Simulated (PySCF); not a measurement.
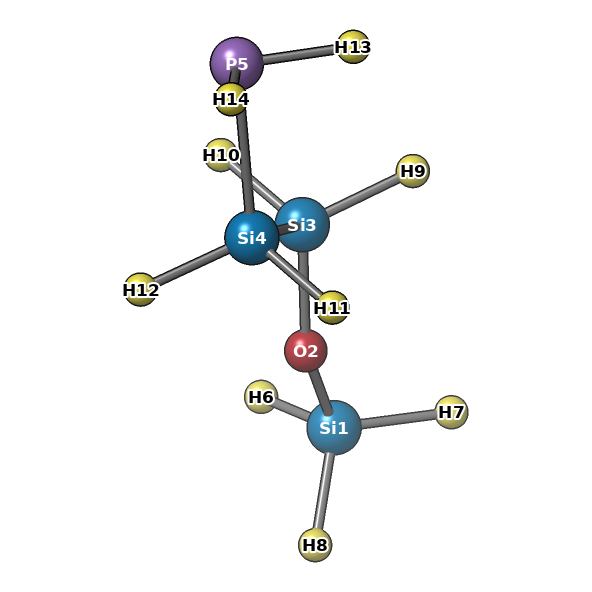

Si3 lies behind Si4. The molecule seen a little off the Si4–Si3 bond, Si4 in front. Atoms fade into the background with distance from the viewer. Computed geometry: PBE0-D3(BJ)/def2-SVP optimisation. No frequency run is at hand to confirm it as a minimum.

What is the torsion angle P5–Si4–Si3–O2? The sign is positive where the front bond must turn clockwise to cover the back bond.

−176°, antiperiplanar (anti). The bonds about Si4–Si3 are staggered.
